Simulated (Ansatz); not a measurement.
# BGeH3O: from a rough start to a minimum

The task is to find a stationary geometry of BGeH3O, then compute its harmonic vibrations to see whether it is a minimum and to get the zero-point energy and entropy, and look at its orbitals and charge.

Computed with Ansatz 0.2.0, Gaussian basis. Level: RKS PBE0-D4/def2-TZVP.

The runs, in order: relaxation at PBE-D4/def2-SVP; relaxation at PBE0-D4/def2-TZVP; harmonic vibrations at the same level; a single point in def2-TZVPP for the fields.

### 1 The starting structure

SMILES `[BH]1[O][GeH2]1`, 6 atoms, charge 0, spin multiplicity 1.

Atoms are counted from 1 here; the program's logs count them from 0.

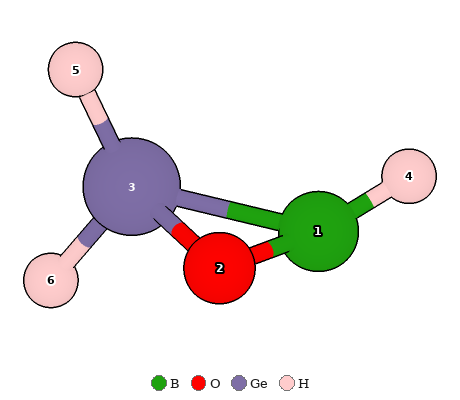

As it starts; boron green, oxygen red, germanium purple, hydrogen pink; atoms are numbered from 1 in the order of the file.

As a file:

```
atom    x (Å)    y (Å)    z (Å)
  B1  -0.5890  -1.1716  -0.0922
  O2   0.6783  -0.8677   0.4513
 Ge3   0.1609   0.7797   0.0987
  H4  -1.2217  -1.6782  -0.9110
  H5   1.1018   1.3303  -1.0315
  H6  -0.0882   1.5435   1.4385
```

The start is a force-field geometry with small random shifts, so a cheaper pass at PBE-D4/def2-SVP comes first.

### 2 Relaxation at PBE-D4/def2-SVP (cheap first pass)

The input, in.yaml:

```yaml
crystal:
  periodic: [false, false, false]
  atoms:
    - {symbol: B, position_ang: [-0.589000, -1.171600, -0.092200]}
    - {symbol: O, position_ang: [0.678300, -0.867700, 0.451300]}
    - {symbol: Ge, position_ang: [0.160900, 0.779700, 0.098700]}
    - {symbol: H, position_ang: [-1.221700, -1.678200, -0.911000]}
    - {symbol: H, position_ang: [1.101800, 1.330300, -1.031500]}
    - {symbol: H, position_ang: [-0.088200, 1.543500, 1.438500]}
basis:
  gaussian: {orbitals: def2-SVP}
hamiltonian: {xc: pbe, dispersion: d4}
relax: {f_tol: 0.03, max_steps: 200}
```

The run is started by

```bash
$ ansatz run in.yaml --threads 2 --pin off --events-out ev --progress --plain --max-ram 4352MiB
```

The log of the run, cut to the lines that bear on the results:

```text
Functional definition: PBE
  name "PBE"
  cite "Perdew, Burke & Ernzerhof, Phys. Rev. Lett. 77, 3865 (1996) doi:10.1103/PhysRevLett.77.3865"
  parent pbe
[...]
822 factors; their error is unknown
[...]
mean field -59267.87568466 eV, -2178.0542582023 hartree, gradient 5.1e-5 eV, S^2 0.000000; 0 other end points of the search recorded, 0 dependent functions left out
[...]
reference -59267.87571653 eV, -2178.0542593734 hartree; 24, 24 occupied and 51, 51 virtual orbitals, 822 factors
relax step   1: F+E_penalty+E_count = -59267.96570301 eV  Δ(F+E_penalty+E_count) = +0.000e0 eV  max|allowed force component| = 5.221e0 eV/Å  Δτ_max = 0.0000 Å  (26 SCF iters, accepted)
[...]
relax step   7: F+E_penalty+E_count = -59269.37964609 eV  Δ(F+E_penalty+E_count) = +1.058e-3 eV  max|allowed force component| = 3.048e-1 eV/Å  Δτ_max = 0.0453 Å  (28 SCF iters, rejected (line search))
[...]
relax step   8: F+E_penalty+E_count = -59269.38377605 eV  Δ(F+E_penalty+E_count) = -3.072e-3 eV  max|allowed force component| = 1.554e-2 eV/Å  Δτ_max = 0.0205 Å  (28 SCF iters, accepted)
822 factors; their error is unknown
mean field -59269.29437665 eV, -2178.1063941714 hartree, gradient 2.3e-5 eV, S^2 0.000000; 1 other end points of the search recorded, 0 dependent functions left out
[...]
reference -59269.29440823 eV, -2178.1063953316 hartree; 24, 24 occupied and 51, 51 virtual orbitals, 822 factors
Total energy: -59269.38380762 eV, -2178.1096806989 hartree
Atom 0 at    -0.500455    -1.071753    -0.260844 Å, force    -0.000916    -0.011835    -0.013268 eV/Å
Atom 1 at     0.629991    -1.025000     0.368919 Å, force     0.004222     0.001510     0.004325 eV/Å
Atom 2 at    -0.024716     0.914486    -0.048509 Å, force     0.003278     0.015537     0.003685 eV/Å
Atom 3 at    -1.294046    -1.879596    -0.688869 Å, force    -0.005751    -0.003090     0.004908 eV/Å
Atom 4 at     1.223010     1.469437    -0.801264 Å, force    -0.001144    -0.001000     0.003310 eV/Å
Atom 5 at     0.008316     1.528426     1.384368 Å, force     0.000311    -0.001121    -0.002961 eV/Å
Dipole moment:    -0.203505     0.183984    -0.118132 e Å
```

Wall time 7.5 s (2 threads of AMD EPYC 7B13, shared host).

The steps of the relaxation: (the energy doesn't fall at every step)

```
step  energy from step 1 (eV)  largest force component (eV/Å)
   1                   0.0000                          5.2209
   2                  -0.9952                          2.5355
   3                  -1.2855                          1.1358
   4                  -1.3384                          0.9984
   5                  -1.4055                          0.3090
   6                  -1.4150                          0.2091
   7                  -1.4139                          0.3048
   8                  -1.4181                          0.0155
```

Close pairs (by a distance rule), those that changed most:

```
  bond  before (Å)  after (Å)  change (Å)
O2–Ge3       1.762      2.089      +0.327
 B1–O2       1.412      1.295      -0.117
 B1–H4       1.152      1.211      +0.058
B1–Ge3       2.099      2.053      -0.046
Ge3–H5       1.570      1.559      -0.011
Ge3–H6       1.562      1.559      -0.003
```

### 3 Geometry optimisation, PBE0-D4/def2-TZVP

The input, in.yaml:

```yaml
crystal:
  periodic: [false, false, false]
  atoms:
    - {symbol: B, position_ang: [-0.500455, -1.071753, -0.260844]}
    - {symbol: O, position_ang: [0.629991, -1.025000, 0.368919]}
    - {symbol: Ge, position_ang: [-0.024716, 0.914486, -0.048509]}
    - {symbol: H, position_ang: [-1.294046, -1.879596, -0.688869]}
    - {symbol: H, position_ang: [1.223010, 1.469437, -0.801264]}
    - {symbol: H, position_ang: [0.008316, 1.528426, 1.384368]}
basis:
  gaussian: {orbitals: def2-TZVP}
hamiltonian: {xc: pbe0, dispersion: d4}
relax: {f_tol: 0.005, max_steps: 150}
```

The command is unchanged.

The log of the run, cut to the lines that bear on the results:

```text
Functional definition: PBE0
  name "PBE0"
  cite "Adamo & Barone, J. Chem. Phys. 110, 6158 (1999) doi:10.1063/1.478522"
  cite "Perdew, Burke & Ernzerhof, Phys. Rev. Lett. 77, 3865 (1996) doi:10.1103/PhysRevLett.77.3865"
  parent pbe
[...]
853 factors; their error is unknown
[...]
mean field -59281.07899001 eV, -2178.5394707245 hartree, gradient 2.3e-5 eV, S^2 0.000000; 0 other end points of the search recorded, 0 dependent functions left out
[...]
reference -59281.07901845 eV, -2178.5394717695 hartree; 24, 24 occupied and 104, 104 virtual orbitals, 853 factors
relax step   1: F+E_penalty+E_count = -59281.15342206 eV  Δ(F+E_penalty+E_count) = +0.000e0 eV  max|allowed force component| = 7.652e-1 eV/Å  Δτ_max = 0.0000 Å  (26 SCF iters, accepted)
[...]
853 factors; their error is unknown
mean field -59281.12413826 eV, -2178.5411298920 hartree, gradient 9.1e-6 eV, S^2 0.000000; 1 other end points of the search recorded, 0 dependent functions left out
[...]
reference -59281.12416679 eV, -2178.5411309405 hartree; 24, 24 occupied and 104, 104 virtual orbitals, 853 factors
Total energy: -59281.19849473 eV, -2178.5438624419 hartree
Atom 0 at    -0.518277    -1.049475    -0.273493 Å, force     0.000672     0.000145     0.000597 eV/Å
Atom 1 at     0.613081    -0.992536     0.356370 Å, force     0.000077    -0.000269    -0.000109 eV/Å
Atom 2 at     0.028378     0.870209    -0.018976 Å, force    -0.000068     0.000208     0.000392 eV/Å
Atom 3 at    -1.275373    -1.875261    -0.674207 Å, force    -0.000999    -0.000903    -0.000603 eV/Å
Atom 4 at     1.206653     1.462780    -0.810278 Å, force     0.000129     0.000492     0.000218 eV/Å
Atom 5 at    -0.012362     1.520284     1.374386 Å, force     0.000189     0.000326    -0.000495 eV/Å
Dipole moment:    -0.205613     0.209806    -0.120277 e Å
```

Wall time 16 s (2 threads of AMD EPYC 7B13, shared host).

Relaxation path:

```
step  energy from step 1 (eV)  largest force component (eV/Å)
   1                   0.0000                          0.7652
   2                  -0.0281                          0.3751
   3                  -0.0395                          0.2453
   4                  -0.0422                          0.2286
   5                  -0.0438                          0.0958
   6                  -0.0449                          0.0314
   7                  -0.0450                          0.0098
   8                  -0.0450                          0.0010
```

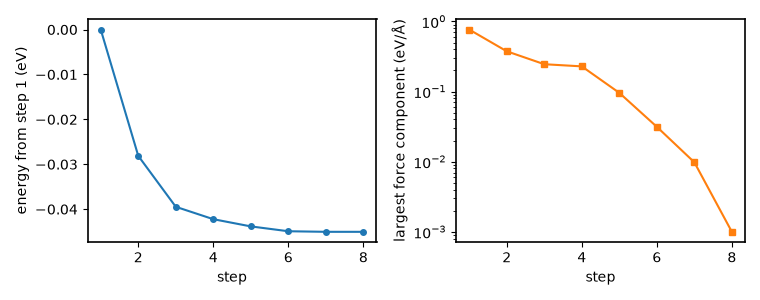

Energy and largest force along the relaxation.

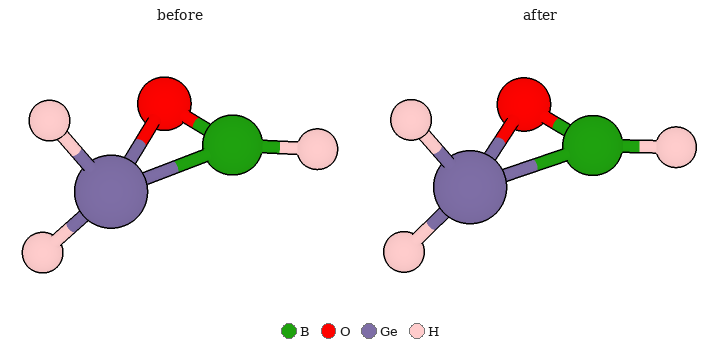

Before and after, at one scale.

Distances of close pairs at the start and the end, largest changes first:

```
  bond  before (Å)  after (Å)  change (Å)
O2–Ge3       2.089      1.988      -0.101
B1–Ge3       2.053      2.012      -0.041
Ge3–H5       1.559      1.538      -0.021
Ge3–H6       1.559      1.538      -0.021
 B1–H4       1.211      1.190      -0.021
 B1–O2       1.295      1.296      +0.001
```

Mulliken charges at the end point, from the run's report:

```
atom  value (e)
  B1       0.05
  O2      -0.27
 Ge3       0.13
  H4       0.05
  H5       0.02
  H6       0.02
```

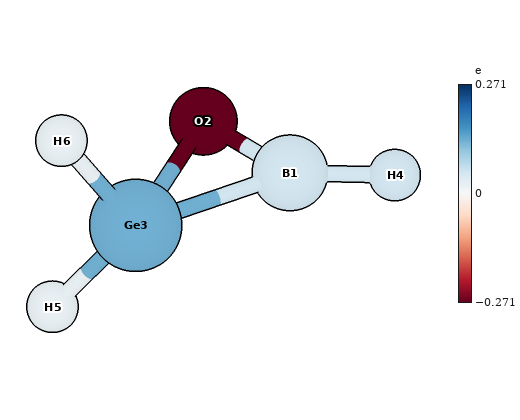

Mulliken charges at the end point, from the run's report, as colours on the atoms.

### 4 Vibrations by finite differences

The input, in.yaml:

```yaml
crystal:
  periodic: [false, false, false]
  atoms:
    - {symbol: B, position_ang: [-0.518277, -1.049475, -0.273493]}
    - {symbol: O, position_ang: [0.613081, -0.992536, 0.356370]}
    - {symbol: Ge, position_ang: [0.028378, 0.870209, -0.018976]}
    - {symbol: H, position_ang: [-1.275373, -1.875261, -0.674207]}
    - {symbol: H, position_ang: [1.206653, 1.462780, -0.810278]}
    - {symbol: H, position_ang: [-0.012362, 1.520284, 1.374386]}
basis:
  gaussian: {orbitals: def2-TZVP}
hamiltonian: {xc: pbe0, dispersion: d4}
phonons: {temperatures: {t_min: 298.15, t_max: 900, t_step: 200}}
```

The command is unchanged.

The log of the run, cut to the lines that bear on the results:

```text
Functional definition: PBE0
  name "PBE0"
  cite "Adamo & Barone, J. Chem. Phys. 110, 6158 (1999) doi:10.1063/1.478522"
  cite "Perdew, Burke & Ernzerhof, Phys. Rev. Lett. 77, 3865 (1996) doi:10.1103/PhysRevLett.77.3865"
  parent pbe
[...]
853 factors; their error is unknown
[...]
mean field -59281.12413675 eV, -2178.5411298363 hartree, gradient 2.6e-5 eV, S^2 0.000000; 0 other end points of the search recorded, 0 dependent functions left out
[...]
reference -59281.12416525 eV, -2178.5411308837 hartree; 24, 24 occupied and 104, 104 virtual orbitals, 853 factors
[...]
853 factors; their error is unknown
mean field -59281.12397540 eV, -2178.5411239068 hartree, gradient 1.2e-6 eV, S^2 0.000000; 0 other end points of the search recorded, 0 dependent functions left out
[...]
reference -59281.12400389 eV, -2178.5411249539 hartree; 24, 24 occupied and 104, 104 virtual orbitals, 853 factors
[...]
reference -59281.12412016 eV, -2178.5411292269 hartree; 24, 24 occupied and 104, 104 virtual orbitals, 853 factors
Total energy: -59281.19849319 eV, -2178.5438623851 hartree
Atom 0 at    -0.518277    -1.049475    -0.273493 Å, force     0.000690     0.000144     0.000606 eV/Å
Atom 1 at     0.613081    -0.992536     0.356370 Å, force     0.000074    -0.000283    -0.000110 eV/Å
Atom 2 at     0.028378     0.870209    -0.018976 Å, force    -0.000090     0.000232     0.000382 eV/Å
Atom 3 at    -1.275373    -1.875261    -0.674207 Å, force    -0.001006    -0.000911    -0.000607 eV/Å
Atom 4 at     1.206653     1.462780    -0.810278 Å, force     0.000139     0.000491     0.000215 eV/Å
Atom 5 at    -0.012362     1.520284     1.374386 Å, force     0.000193     0.000327    -0.000486 eV/Å
Dipole moment:    -0.205613     0.209808    -0.120278 e Å
Vibrations: 332.69 410.62 550.37 573.75 656.39 746.13 867.49 941.54 1465.70 2137.20 2152.09 2690.03 cm⁻¹, zero-point energy 0.838379 eV
```

Run time: 43 s. Hardware: 2 threads of AMD EPYC 7B13, shared host.

Motions are named by where the mode's potential energy lies. Wavenumbers, unscaled:

```
mode  cm⁻¹                  motion
   1   333  Ge–O stretch with bend
   2   411                    bend
   3   550                    bend
   4   574                    bend
   5   656                    bend
   6   746       out-of-plane bend
   7   867                    bend
   8   942                    bend
   9  1466   B–O stretch with bend
  10  2137            Ge–H stretch
  11  2152            Ge–H stretch
  12  2690             B–H stretch
```

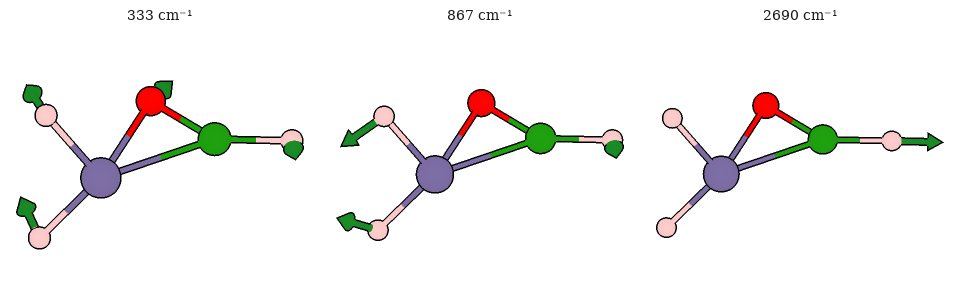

How the atoms move in 3 of the modes.

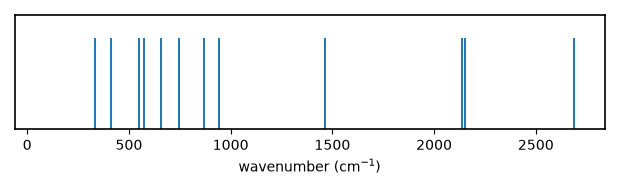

The harmonic wavenumbers as sticks (no intensities were computed).

Ideal gas, rigid rotor and harmonic oscillator at 298.15 K and 1 bar, with symmetry number 1:

```
                term            value
   zero-point energy    19.3 kcal/mol
          H(298) − E    22.6 kcal/mol
entropy, translation  166.6 J/(mol K)
   entropy, rotation   97.5 J/(mol K)
  entropy, vibration   17.2 J/(mol K)
      entropy, total  281.3 J/(mol K)
```

### 5 Fields at the relaxed geometry

Edit in.yaml of step 4 so:

```diff
@@ -10,4 +10,4 @@
 basis:
-  gaussian: {orbitals: def2-TZVP}
+  gaussian: {orbitals: def2-TZVPP}
 hamiltonian: {xc: pbe0, dispersion: d4}
-phonons: {temperatures: {t_min: 298.15, t_max: 900, t_step: 200}}
+output: {orbitals: {seedname: orbitals}}
```

The command is unchanged.

The log of the run:

```text
Functional definition: PBE0
  name "PBE0"
  cite "Adamo & Barone, J. Chem. Phys. 110, 6158 (1999) doi:10.1063/1.478522"
  cite "Perdew, Burke & Ernzerhof, Phys. Rev. Lett. 77, 3865 (1996) doi:10.1103/PhysRevLett.77.3865"
  parent pbe
  parameter a = 0.25
  parameter kappa = 0.804
  parameter beta = 0.06672455060314922
  exchange = (1 - a)*pbe_x(kappa = kappa, mu = beta*pi^2/3) + a*exact_x
  correlation = pbe_c(beta = beta)
898 factors; their error is unknown
mean field evaluation 1: about -59274.8657 eV, gradient 5.7e1 eV
mean field evaluation 2: about -59238.5342 eV, gradient 1.4e2 eV
mean field evaluation 4: about -59280.7587 eV, gradient 8.0e0 eV
mean field evaluation 8: about -59280.8671 eV, gradient 1.2e-1 eV
mean field evaluation 16: about -59281.1420 eV, gradient 2.5e-5 eV
mean field -59281.14197117 eV, -2178.5417852394 hartree, gradient 2.5e-5 eV, S^2 0.000000; 0 other end points of the search recorded, 0 dependent functions left out
reference -59281.14199958 eV, -2178.5417862832 hartree; 24, 24 occupied and 128, 128 virtual orbitals, 898 factors
Total energy: -59281.21632752 eV, -2178.5445177847 hartree
```

It took 1.7 s on 2 threads of AMD EPYC 7B13, shared host.

Orbitals, density, ELF and potential are computed afterwards from the orbital file.

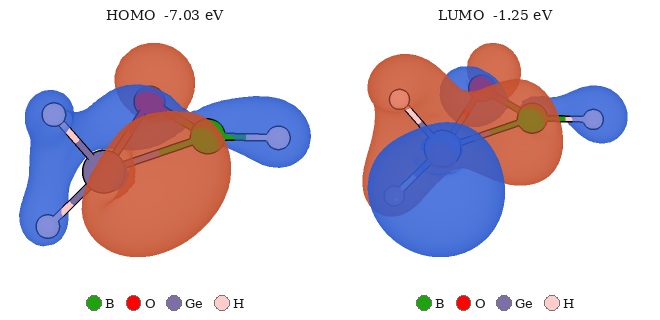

Frontier orbitals at PBE0-D4/def2-TZVPP; each surface holds 70 % of the orbital's density, blue and red mark the sign.

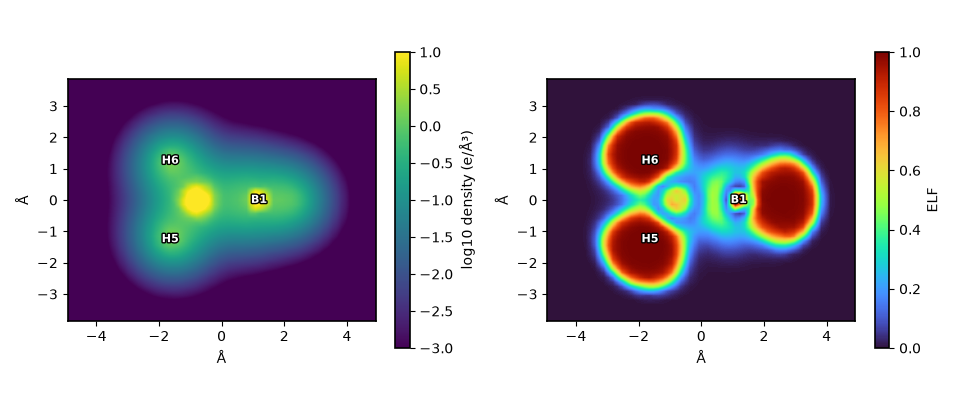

Density (left) and ELF (right) in a plane through or near 3 of the atoms.

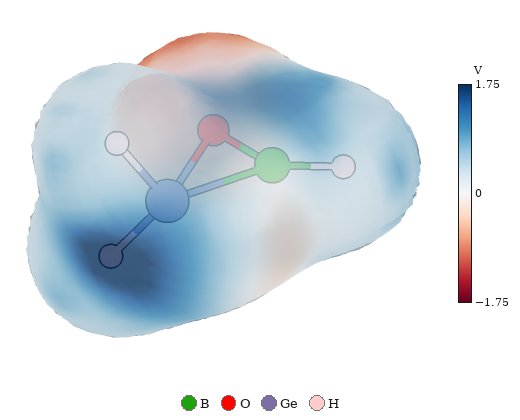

The potential that a unit positive charge feels on the 0.002 e/bohr³ surface, from -1.27 V near O2 to 1.75 V near Ge3.

### 6 Outcome

```
                  quantity            value
               point group               Cs
                     steps            8 + 8
shift from the start (rms)          0.226 Å
              total energy   -59281.1985 eV
           dispersion term          -74 meV
             dipole moment           1.52 D
lowest, highest wavenumber   333, 2690 cm⁻¹
         zero-point energy    19.3 kcal/mol
       entropy at 298.15 K  281.3 J/(mol K)
                HOMO, LUMO  -7.03, -1.25 eV
```

In words: The atoms moved 0.23 Å (rms) from the start; the bond that changed most is O2–Ge3, from 1.762 to 1.988 Å. All wavenumbers are real, so the end point is a minimum. The stiffest mode, 2690 cm⁻¹, is a B–H stretch. Harmonic hybrid wavenumbers usually lie a few per cent above measured fundamentals. The largest Mulliken charge, -0.27 e, sits on O2. The HOMO lies mostly on Ge3 38 %; O2 22 % and the LUMO on Ge3 39 %; O2 14 %.
